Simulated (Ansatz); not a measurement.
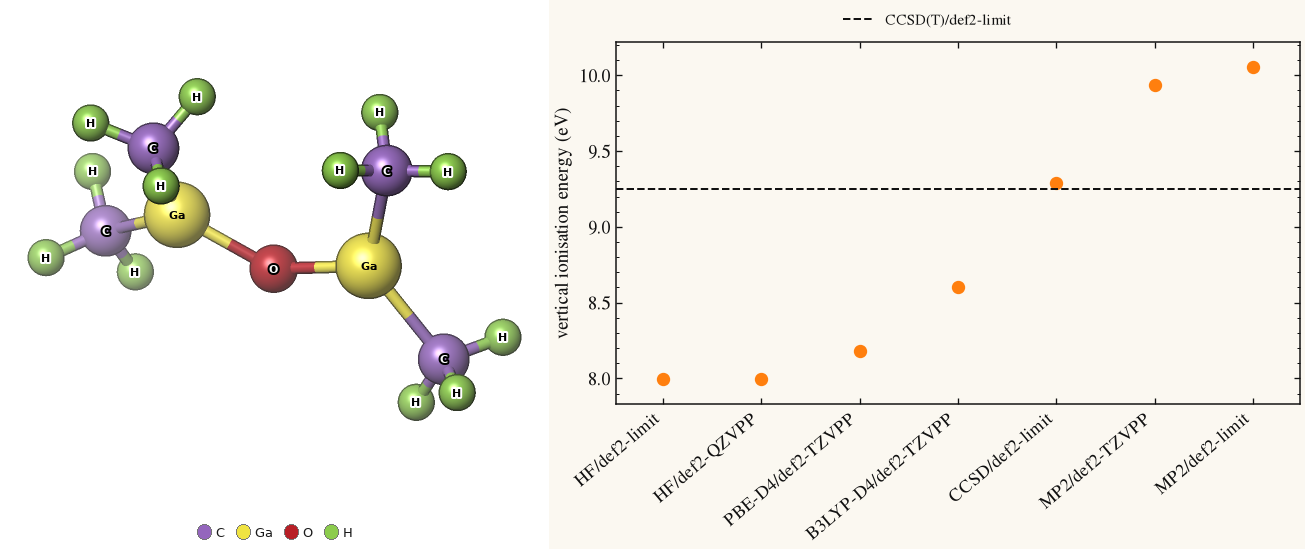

Vertical ionisation energy of C₄H₁₂Ga₂O, SMILES [CH3][Ga]([CH3])[O][Ga]([CH3])[CH3], singlet, taken as the energy of the cation less that of the neutral at fixed geometry (unrestricted doublet cation, cores frozen in correlated methods, no spin-orbit coupling), the Ansatz code 0.2.0, at a PBE0-D4/def2-TZVP geometry (no frequency check). Limit means an estimate of the basis limit from triple and quadruple zeta; for coupled cluster it is either extrapolated directly or built as the MP2 limit plus the step from MP2 in triple zeta. The distance of MP2/def2-TZVPP to the limit includes basis error.

Which level comes closest to the line (CCSD(T)/def2-limit), and which misses most?

Closest CCSD/def2-limit (9.29 eV), against 9.25 eV; farthest HF/def2-limit (8.00 eV).

Give the values.

```
              level     eV  less CCSD(T)/def2-limit
      HF/def2-limit   8.00                    −1.26
      HF/def2-QZVPP   8.00                    −1.25
  PBE-D4/def2-TZVPP   8.18                    −1.07
B3LYP-D4/def2-TZVPP   8.60                    −0.65
    CCSD/def2-limit   9.29                     0.03
     MP2/def2-TZVPP   9.93                     0.68
     MP2/def2-limit  10.06                     0.80
 CCSD(T)/def2-limit   9.25                     0.00
```

Caveats, for all or some of the runs: no scalar relativity up to krypton; one conformer of a flexible molecule; outer-core shells are correlated without core-valence functions, which makes the correlated values less sure.
